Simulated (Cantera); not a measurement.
Input: 1 mol c-C4F8, 0.068 mol F2, held at 2.10 Pa.

These are equilibrium values from Cantera (NASA tables, ideal gas, pure condensed phases), not measurements of a reactor. Candidate condensed phases: C; 13 gas species. The feed counts by its element totals alone. Equilibrium is a limit: real reactors are often held back by kinetics, nucleation or transport.

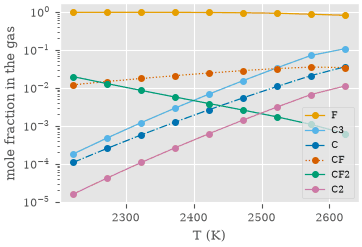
Figure. Equilibrium gas composition (values under 1e-9 drawn at 1e-9)

From 2223 K to 2573 K the condensed part is C(graphite). At 2623 K nothing is condensed. The main C-bearing gas is CF2 at 2223 K and C3 at 2623 K. The share of C in condensed phases is highest at 2273 K (94.1 %) and lowest at 2623 K (0.0 %).
